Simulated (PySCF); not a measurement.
# Ti⁺: dipole response in aug-cc-pVQZ-DK

Aim: the static polarisability and the C₆ coefficient of Ti⁺, method by method.

The numbers are computed with PySCF 2.14.0 (unrestricted determinants in a Gaussian basis, no spin-orbit coupling in the energies), except any that are marked as measured or tabulated.

## Step 1: The atom as given

| Item | Value |
| --- | --- |
| Element | titanium (Z = 22) |
| Basis | aug-cc-pVQZ-DK (9s8p6d4f3g2h, 140 functions) |
| Hamiltonian | the spin-free X2C one-electron Hamiltonian (Gaussian nucleus) |
| State 1 | Ti⁺: [Ar] 3d1 4s2, 2D determinant (an excited configuration) |
| Methods | PBE0 |

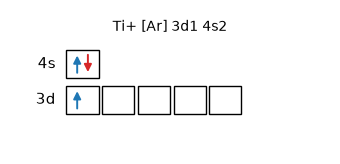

Occupation of the outer shells (arrows by Hund's rule).

One driver process ran all states and methods and kept the integrals in memory. Each run is shown as a PySCF script that sums up its settings (the driver passes frozen orbitals as a list and adds second-order terms of double hybrids); the logs are those of the runs themselves. The driver starts from symmetry-adapted Hartree-Fock orbitals, holds the occupation by maximum overlap and uses a logarithmic radial grid for functionals, so a plain start would take other cycles.

The integrals over 140 functions and the set-up took 6.9 s of CPU time.

## Step 2: Ti⁺ [Ar] 3d1 4s2: PBE0

**PBE0**

Input file input.py:

```python
from pyscf import gto, scf, dft, mp, cc
import basis_set_exchange as bse
mol = gto.M(atom="Ti 0 0 0", charge=1, spin=1, symmetry="D2h",
            basis=gto.basis.parse(bse.get_basis("aug-cc-pVQZ-DK", elements=["Ti"], fmt="nwchem")),
            nucmod="G")
mf = dft.UKS(mol, xc="PBE0").sfx2c1e()
mf.irrep_nelec = {'Ag': (4, 4), 'B1g': (1, 0), 'B1u': (2, 2), 'B2u': (2, 2), 'B3u': (2, 2)}
mf.kernel()
```

Standard output:

```text
damping factor = 0
level_shift factor = 0
DIIS = <class 'pyscf.scf.diis.CDIIS'>
diis_start_cycle = 1
diis_space = 10
diis_damp = 0
SCF conv_tol = 1e-09
SCF conv_tol_grad = None
number electrons alpha = 11  beta = 10
XC functionals = PBE0
    C. Adamo and V. Barone.,  J. Chem. Phys. 110, 6158 (1999)
    M. Ernzerhof and G. E. Scuseria.,  J. Chem. Phys. 110, 5029 (1999)
cycle= 1 E= -853.134616767737  delta_E= -0.00734  |g|= 0.0191  |ddm|= 1.37
cycle= 2 E= -853.135360254691  delta_E= -0.000743  |g|= 0.0138  |ddm|= 0.14
cycle= 3 E= -853.135499082267  delta_E= -0.000139  |g|= 0.0142  |ddm|= 0.194
cycle= 4 E= -853.134601097655  delta_E= 0.000898  |g|= 0.00248  |ddm|= 0.104
cycle= 5 E= -853.134592680698  delta_E= 8.42e-06  |g|= 0.00139  |ddm|= 0.0238
cycle= 6 E= -853.134582529615  delta_E= 1.02e-05  |g|= 0.000287  |ddm|= 0.0122
cycle= 7 E= -853.134582520548  delta_E= 9.07e-09  |g|= 0.00012  |ddm|= 0.0011
cycle= 8 E= -853.134582512803  delta_E= 7.74e-09  |g|= 1.47e-05  |ddm|= 0.000693
cycle= 9 E= -853.134582512876  delta_E= -7.26e-11  |g|= 1.01e-06  |ddm|= 5.55e-05
converged SCF energy = -853.134582512876  <S^2> = 0.75134065  2S+1 = 2.0013402
```

CPU time 64 s on a shared host, the integrals not counted.

The occupied shells:

```
shell  electrons  mean orbital energy (eV)  spread (eV)  rms radius (bohr)
 1s α          1                   -4917.4            0             0.0804
 1s β          1                   -4917.4            0             0.0804
 2s α          1                   -564.61            0              0.352
 2s β          1                   -564.24            0              0.352
 2p α          3                   -468.97        0.305              0.321
 2p β          3                   -468.66        0.670              0.321
 3s α          1                   -80.691            0               1.07
 3s β          1                   -79.557            0               1.07
 3p α          3                   -55.011        0.042               1.15
 3p β          3                   -53.773        1.570               1.15
 3d α          1                   -18.694            0               1.50
 4s α          1                   -12.763            0               3.22
 4s β          1                   -12.524            0               3.22
```

⟨S²⟩ = 0.751, ⟨L²⟩ = 6.01.

The driver then solved the coupled dipole response at imaginary frequencies: mean α = 52.32 bohr³ (xx, yy, zz: 51.45, 51.45, 54.07), C₆ = 430.0 au for a like pair.

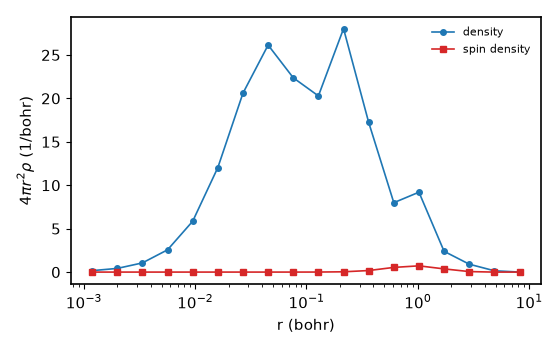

Radial density 4πr²ρ of Ti⁺ at PBE0, at 18 stored radii joined by straight lines.

## Step 3: Polarisabilities and C₆

Ti⁺ [Ar] 3d1 4s2, in atomic units:

```
method  mean α  C₆ (like pair)  S(−4)
  PBE0   52.32           430.0   1355
```

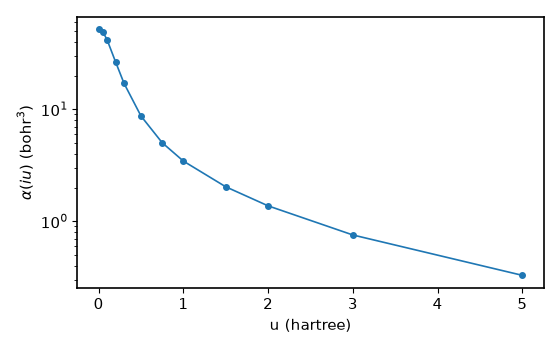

α(iu) of Ti⁺ [Ar] 3d1 4s2, the polarisability at imaginary frequency, on a logarithmic scale.

## Step 4: Summary of results

```
             quantity               value
α of Ti⁺ [Ar] 3d1 4s2  52.32 (PBE0) bohr³
```

In words: A single London oscillator with the computed α and C₆ of Ti⁺ [Ar] 3d1 4s2 at PBE0 would have ω = 4 C₆ / (3 α²) = 0.209 hartree. All values hold for this basis alone; no basis-set limit was taken.
